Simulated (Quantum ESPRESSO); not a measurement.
# NiSO4: spin-resolved density of states, part 2 of 2

Wanted: the exchange-split electronic structure of NiSO4.

Quantum ESPRESSO 7.5; LDA with U = 6 eV on Ni d (ortho-atomic projectors); plane waves with GBRV 1.5 LDA potentials, no spin-orbit coupling.

So far: Starting point; The magnetic state.

### 3. Projected density of states

Level of this step: LDA with U = 6 eV on Ni d (ortho-atomic projectors); plane waves with GBRV 1.5 LDA potentials, no spin-orbit coupling, projections on orthogonalised atomic orbitals (Quantum ESPRESSO).

Contents of projwfc.in:

```
&PROJWFC
  prefix = 'pwscf'
  outdir = './tmp'
  filpdos = 'pdos'
  ngauss = 0
  degauss = 0.01
  DeltaE = 0.05
  Emin = -1.67
  Emax = 12.33
/
```

Command:

```
$ OMP_NUM_THREADS=1 mpirun -n 4 projwfc.x -nk 4 -in projwfc.in > projwfc.out
```

What it wrote:

```text
[banner, memory and clock lines left out]
Program PROJWFC v.7.5 starts

     [... lines left out ...]
     IMPORTANT: XC functional enforced from input :
     Exchange-correlation= PZ
                           (   1   1   0   0   0   0   0)
     Any further DFT definition will be discarded
     Please, verify this is what you really want

     G-vector sticks info

     Check: negative core charge=   -0.000007

     Gaussian broadening (read from input): ngauss,degauss=   0    0.010000

     Calling projwave ....

  Problem Sizes
  natomwfc =           66
  nbnd     =           67
  nkstot   =          136
  npwx     =         3715
  nkb      =          176

     Atomic states used for projection
     (read from pseudopotential files):

     state #   1: atom   1 (Ni1), wfc  1 (l=0 m= 1)
     state #   2: atom   1 (Ni1), wfc  2 (l=1 m= 1)
     state #   3: atom   1 (Ni1), wfc  2 (l=1 m= 2)
     state #   4: atom   1 (Ni1), wfc  2 (l=1 m= 3)
     state #   5: atom   1 (Ni1), wfc  3 (l=2 m= 1)
     state #   6: atom   1 (Ni1), wfc  3 (l=2 m= 2)
     state #   7: atom   1 (Ni1), wfc  3 (l=2 m= 3)
     state #   8: atom   1 (Ni1), wfc  3 (l=2 m= 4)
     state #   9: atom   1 (Ni1), wfc  3 (l=2 m= 5)
     state #  10: atom   1 (Ni1), wfc  4 (l=0 m= 1)
     state #  11: atom   1 (Ni1), wfc  5 (l=1 m= 1)
     state #  12: atom   1 (Ni1), wfc  5 (l=1 m= 2)
     state #  13: atom   1 (Ni1), wfc  5 (l=1 m= 3)
     state #  14: atom   2 (Ni2), wfc  1 (l=0 m= 1)
     state #  15: atom   2 (Ni2), wfc  2 (l=1 m= 1)
     state #  16: atom   2 (Ni2), wfc  2 (l=1 m= 2)
     state #  17: atom   2 (Ni2), wfc  2 (l=1 m= 3)
     state #  18: atom   2 (Ni2), wfc  3 (l=2 m= 1)
     state #  19: atom   2 (Ni2), wfc  3 (l=2 m= 2)
     state #  20: atom   2 (Ni2), wfc  3 (l=2 m= 3)
     state #  21: atom   2 (Ni2), wfc  3 (l=2 m= 4)
     state #  22: atom   2 (Ni2), wfc  3 (l=2 m= 5)
     state #  23: atom   2 (Ni2), wfc  4 (l=0 m= 1)
     state #  24: atom   2 (Ni2), wfc  5 (l=1 m= 1)
     state #  25: atom   2 (Ni2), wfc  5 (l=1 m= 2)
     state #  26: atom   2 (Ni2), wfc  5 (l=1 m= 3)
     state #  27: atom   3 (S  ), wfc  1 (l=0 m= 1)
     state #  28: atom   3 (S  ), wfc  2 (l=1 m= 1)
     state #  29: atom   3 (S  ), wfc  2 (l=1 m= 2)
     state #  30: atom   3 (S  ), wfc  2 (l=1 m= 3)
     state #  31: atom   4 (S  ), wfc  1 (l=0 m= 1)
     state #  32: atom   4 (S  ), wfc  2 (l=1 m= 1)
     state #  33: atom   4 (S  ), wfc  2 (l=1 m= 2)
     state #  34: atom   4 (S  ), wfc  2 (l=1 m= 3)
     state #  35: atom   5 (O  ), wfc  1 (l=0 m= 1)
     state #  36: atom   5 (O  ), wfc  2 (l=1 m= 1)
     state #  37: atom   5 (O  ), wfc  2 (l=1 m= 2)
     state #  38: atom   5 (O  ), wfc  2 (l=1 m= 3)
     state #  39: atom   6 (O  ), wfc  1 (l=0 m= 1)
     state #  40: atom   6 (O  ), wfc  2 (l=1 m= 1)
     state #  41: atom   6 (O  ), wfc  2 (l=1 m= 2)
     state #  42: atom   6 (O  ), wfc  2 (l=1 m= 3)
     state #  43: atom   7 (O  ), wfc  1 (l=0 m= 1)
     state #  44: atom   7 (O  ), wfc  2 (l=1 m= 1)
     state #  45: atom   7 (O  ), wfc  2 (l=1 m= 2)
     state #  46: atom   7 (O  ), wfc  2 (l=1 m= 3)
     state #  47: atom   8 (O  ), wfc  1 (l=0 m= 1)
     state #  48: atom   8 (O  ), wfc  2 (l=1 m= 1)
     state #  49: atom   8 (O  ), wfc  2 (l=1 m= 2)
     state #  50: atom   8 (O  ), wfc  2 (l=1 m= 3)
     state #  51: atom   9 (O  ), wfc  1 (l=0 m= 1)
     state #  52: atom   9 (O  ), wfc  2 (l=1 m= 1)
     state #  53: atom   9 (O  ), wfc  2 (l=1 m= 2)
     state #  54: atom   9 (O  ), wfc  2 (l=1 m= 3)
     state #  55: atom  10 (O  ), wfc  1 (l=0 m= 1)
     state #  56: atom  10 (O  ), wfc  2 (l=1 m= 1)
     state #  57: atom  10 (O  ), wfc  2 (l=1 m= 2)
     state #  58: atom  10 (O  ), wfc  2 (l=1 m= 3)
     state #  59: atom  11 (O  ), wfc  1 (l=0 m= 1)
     state #  60: atom  11 (O  ), wfc  2 (l=1 m= 1)
     state #  61: atom  11 (O  ), wfc  2 (l=1 m= 2)
     state #  62: atom  11 (O  ), wfc  2 (l=1 m= 3)
     state #  63: atom  12 (O  ), wfc  1 (l=0 m= 1)
     state #  64: atom  12 (O  ), wfc  2 (l=1 m= 1)
     state #  65: atom  12 (O  ), wfc  2 (l=1 m= 2)
     state #  66: atom  12 (O  ), wfc  2 (l=1 m= 3)

 [... projections of the bands left out ...]

Lowdin Charges:

     Atom #   1: total charge =  17.6399, s =  2.4243, p =  7.0060, d =  8.2096,
                 spin up      =   9.6877, s =  1.2146,
                 spin up      =   9.6877, p =  3.5041, pz=  1.1706, px=  1.1567, py=  1.1768,
                 spin up      =   9.6877, d =  4.9690, dz2=  0.9911, dxz=  0.9937, dyz=  0.9956, dx2-y2=  0.9924, dxy=  0.9963,
                 spin down    =   7.9522, s =  1.2098,
                 spin down    =   7.9522, p =  3.5019, pz=  1.1688, px=  1.1572, py=  1.1759,
                 spin down    =   7.9522, d =  3.2406, dz2=  0.7945, dxz=  0.1517, dyz=  0.8961, dx2-y2=  0.4282, dxy=  0.9700,
                 polarization =   1.7355, s =  0.0048, p =  0.0023, d =  1.7284,
     Atom #   2: total charge =  17.6399, s =  2.4243, p =  7.0060, d =  8.2096,
                 spin up      =   7.9522, s =  1.2098,
                 spin up      =   7.9522, p =  3.5019, pz=  1.1688, px=  1.1572, py=  1.1759,
                 spin up      =   7.9522, d =  3.2406, dz2=  0.7945, dxz=  0.1517, dyz=  0.8961, dx2-y2=  0.4282, dxy=  0.9700,
                 spin down    =   9.6877, s =  1.2146,
                 spin down    =   9.6877, p =  3.5041, pz=  1.1706, px=  1.1567, py=  1.1768,
                 spin down    =   9.6877, d =  4.9690, dz2=  0.9911, dxz=  0.9937, dyz=  0.9956, dx2-y2=  0.9924, dxy=  0.9963,
                 polarization =  -1.7355, s = -0.0048, p = -0.0023, d = -1.7284,
     Atom #   3: total charge =   3.6890, s =  1.1097, p =  2.5793, d =  0.0000,
                 spin up      =   1.8445, s =  0.5549,
                 spin up      =   1.8445, p =  1.2896, pz=  0.4153, px=  0.4426, py=  0.4317,
                 spin up      =   1.8445, d =  0.0000, dz2=  0.0000, dxz=  0.0000, dyz=  0.0000, dx2-y2=  0.0000, dxy=  0.0000,
                 spin down    =   1.8445, s =  0.5549,
                 spin down    =   1.8445, p =  1.2896, pz=  0.4153, px=  0.4426, py=  0.4317,
                 spin down    =   1.8445, d =  0.0000, dz2=  0.0000, dxz=  0.0000, dyz=  0.0000, dx2-y2=  0.0000, dxy=  0.0000,
                 polarization =  -0.0000, s = -0.0000, p = -0.0000, d =  0.0000,
     Atom #   4: total charge =   3.6890, s =  1.1097, p =  2.5793, d =  0.0000,
                 spin up      =   1.8445, s =  0.5549,
                 spin up      =   1.8445, p =  1.2896, pz=  0.4153, px=  0.4426, py=  0.4317,
                 spin up      =   1.8445, d =  0.0000, dz2=  0.0000, dxz=  0.0000, dyz=  0.0000, dx2-y2=  0.0000, dxy=  0.0000,
                 spin down    =   1.8445, s =  0.5549,
                 spin down    =   1.8445, p =  1.2896, pz=  0.4153, px=  0.4426, py=  0.4317,
                 spin down    =   1.8445, d =  0.0000, dz2=  0.0000, dxz=  0.0000, dyz=  0.0000, dx2-y2=  0.0000, dxy=  0.0000,
                 polarization =  -0.0000, s = -0.0000, p = -0.0000, d =  0.0000,
     Atom #   5: total charge =   6.5747, s =  1.7182, p =  4.8565, d =  0.0000,
                 spin up      =   3.2980, s =  0.8632,
                 spin up      =   3.2980, p =  2.4347, pz=  0.7689, px=  0.8885, py=  0.7773,
                 spin up      =   3.2980, d =  0.0000, dz2=  0.0000, dxz=  0.0000, dyz=  0.0000, dx2-y2=  0.0000, dxy=  0.0000,
                 spin down    =   3.2767, s =  0.8549,
                 spin down    =   3.2767, p =  2.4218, pz=  0.7667, px=  0.8892, py=  0.7660,
                 spin down    =   3.2767, d =  0.0000, dz2=  0.0000, dxz=  0.0000, dyz=  0.0000, dx2-y2=  0.0000, dxy=  0.0000,
                 polarization =   0.0212, s =  0.0083, p =  0.0129, d =  0.0000,
     Atom #   6: total charge =   6.5747, s =  1.7182, p =  4.8565, d =  0.0000,
                 spin up      =   3.2767, s =  0.8549,
                 spin up      =   3.2767, p =  2.4218, pz=  0.7667, px=  0.8892, py=  0.7660,
                 spin up      =   3.2767, d =  0.0000, dz2=  0.0000, dxz=  0.0000, dyz=  0.0000, dx2-y2=  0.0000, dxy=  0.0000,
                 spin down    =   3.2980, s =  0.8632,
                 spin down    =   3.2980, p =  2.4347, pz=  0.7689, px=  0.8885, py=  0.7773,
                 spin down    =   3.2980, d =  0.0000, dz2=  0.0000, dxz=  0.0000, dyz=  0.0000, dx2-y2=  0.0000, dxy=  0.0000,
                 polarization =  -0.0212, s = -0.0083, p = -0.0129, d =  0.0000,
     Atom #   7: total charge =   6.5747, s =  1.7182, p =  4.8565, d =  0.0000,
                 spin up      =   3.2980, s =  0.8632,
                 spin up      =   3.2980, p =  2.4347, pz=  0.7689, px=  0.8885, py=  0.7773,
                 spin up      =   3.2980, d =  0.0000, dz2=  0.0000, dxz=  0.0000, dyz=  0.0000, dx2-y2=  0.0000, dxy=  0.0000,
                 spin down    =   3.2767, s =  0.8549,
                 spin down    =   3.2767, p =  2.4218, pz=  0.7667, px=  0.8892, py=  0.7660,
                 spin down    =   3.2767, d =  0.0000, dz2=  0.0000, dxz=  0.0000, dyz=  0.0000, dx2-y2=  0.0000, dxy=  0.0000,
                 polarization =   0.0212, s =  0.0083, p =  0.0129, d =  0.0000,
     Atom #   8: total charge =   6.5747, s =  1.7182, p =  4.8565, d =  0.0000,
                 spin up      =   3.2767, s =  0.8549,
                 spin up      =   3.2767, p =  2.4218, pz=  0.7667, px=  0.8892, py=  0.7660,
                 spin up      =   3.2767, d =  0.0000, dz2=  0.0000, dxz=  0.0000, dyz=  0.0000, dx2-y2=  0.0000, dxy=  0.0000,
                 spin down    =   3.2980, s =  0.8632,
                 spin down    =   3.2980, p =  2.4347, pz=  0.7689, px=  0.8885, py=  0.7773,
                 spin down    =   3.2980, d =  0.0000, dz2=  0.0000, dxz=  0.0000, dyz=  0.0000, dx2-y2=  0.0000, dxy=  0.0000,
                 polarization =  -0.0212, s = -0.0083, p = -0.0129, d =  0.0000,
     Atom #   9: total charge =   6.5096, s =  1.6964, p =  4.8132, d =  0.0000,
                 spin up      =   3.2548, s =  0.8482,
                 spin up      =   3.2548, p =  2.4066, pz=  0.8311, px=  0.7306, py=  0.8449,
                 spin up      =   3.2548, d =  0.0000, dz2=  0.0000, dxz=  0.0000, dyz=  0.0000, dx2-y2=  0.0000, dxy=  0.0000,
                 spin down    =   3.2548, s =  0.8482,
                 spin down    =   3.2548, p =  2.4066, pz=  0.8311, px=  0.7306, py=  0.8449,
                 spin down    =   3.2548, d =  0.0000, dz2=  0.0000, dxz=  0.0000, dyz=  0.0000, dx2-y2=  0.0000, dxy=  0.0000,
                 polarization =   0.0000, s = -0.0000, p =  0.0000, d =  0.0000,
     Atom #  10: total charge =   6.5096, s =  1.6964, p =  4.8132, d =  0.0000,
                 spin up      =   3.2548, s =  0.8482,
                 spin up      =   3.2548, p =  2.4066, pz=  0.8311, px=  0.7306, py=  0.8449,
                 spin up      =   3.2548, d =  0.0000, dz2=  0.0000, dxz=  0.0000, dyz=  0.0000, dx2-y2=  0.0000, dxy=  0.0000,
                 spin down    =   3.2548, s =  0.8482,
                 spin down    =   3.2548, p =  2.4066, pz=  0.8311, px=  0.7306, py=  0.8449,
                 spin down    =   3.2548, d =  0.0000,
```

Wall time 5.4 s (4 MPI ranks of AMD EPYC 9R14 (Zen 4), shared host); peak memory 0.45 GiB.

The density of states has structure finer than the step of the table below, so its rows give means over 1 eV, whole bins alone (the curve runs from -9.00 to 5.05 eV). Peaks (eV: height): up -4.7: 5.54, -4.1: 5.49, -3.4: 5.49, -2.3: 6.39; down -4.7: 5.54, -4.1: 5.49, -3.4: 5.49, -2.3: 6.39; Ni1 d up -8.7: 0.57, -6.7: 1.89, -6.2: 2.09, -5.6: 2.18; Ni1 d down -4.1: 2.16, 2.3: 3.1; Ni2 d up -4.1: 2.16, 2.3: 3.1.

Gaussian broadening of 0.136 eV on the SCF mesh. The density of states by energy, zero at the Fermi level; means over each step; 7 of 10 lines; values in states/eV/cell:

| energy (eV) | up | down | Ni1 d up | Ni1 d down | Ni2 d up | Ni2 d down | S3 p up |
| --- | --- | --- | --- | --- | --- | --- | --- |
| -8 | 3.45 | 3.45 | 0.281 | 0.0573 | 0.0573 | 0.281 | 0.304 |
| -7 | 1.99 | 1.99 | 0.803 | 0.0299 | 0.0299 | 0.803 | 0.0624 |
| -6 | 3.54 | 3.54 | 1.87 | 0.151 | 0.151 | 1.87 | 0.0438 |
| -5 | 4.69 | 4.69 | 0.798 | 0.890 | 0.890 | 0.798 | 0.0567 |
| -4 | 4.66 | 4.66 | 0.241 | 1.37 | 1.37 | 0.241 | 0.0443 |
| -3 | 4.06 | 4.06 | 0.335 | 0.431 | 0.431 | 0.335 | 0.0210 |
| -2 | 5.12 | 5.12 | 0.226 | 0.239 | 0.239 | 0.226 | 0.0130 |
| -1 | 0.380 | 0.380 | 0.0175 | 0.0141 | 0.0141 | 0.0175 | 7.6e-4 |
| 0 | 0 | 0 | 0 | 0 | 0 | 0 | 0 |
| 1 | 0 | 0 | 0 | 0 | 0 | 0 | 0 |
| 2 | 1.81 | 1.81 | 0.00269 | 1.43 | 1.43 | 0.00269 | 0.0301 |
| 3 | 0.332 | 0.332 | 3.6e-4 | 0.162 | 0.162 | 3.6e-4 | 0.00598 |
| 4 | 0.777 | 0.777 | 0.00181 | 0.0194 | 0.0194 | 0.00181 | 0.0400 |

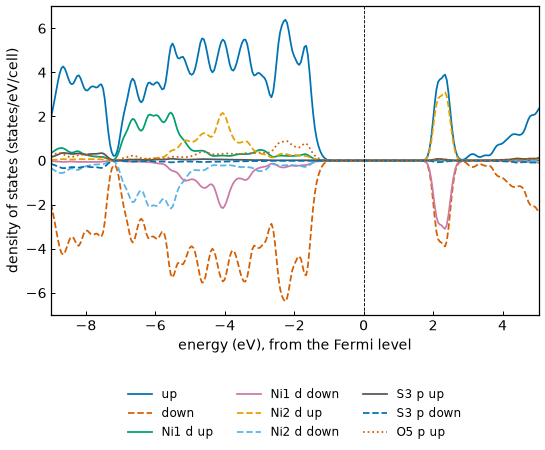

Density of states against energy. Down spins are drawn negative.

### 4. Outcome

| Quantity | Value |
| --- | --- |
| state | antiferromagnetic |
| largest moment in a sphere | 1.69 μB |

What this shows: Distinct peaks of the density of states (up) stand at -5.50, -4.65, -4.05, -3.40 and -2.25 eV; the one at -2.25 eV is strongest. These are Kohn–Sham states without spin–orbit coupling, on the mesh of the self-consistent run. The moments are opposed on like sites, so the totals of the two spins are equal and the projections on single atoms show the splitting.

[Logs and program files are shortened in this print: banners, set-up blocks, solver, clock and traceback lines can be left out without a mark of their own.]

[Logs are printed without paths, hosts, clocks, repeated set-up lines and the standing remarks that a program may print on its own settings, such as how far it seeks lower states.]

[Hosts, paths, dates, database ids (printed as entryN), source tags and the programs' standing remarks are cut or masked in the printed files.]

[Where a cell is said to come from a database of computed structures, the database is the Materials Project.]
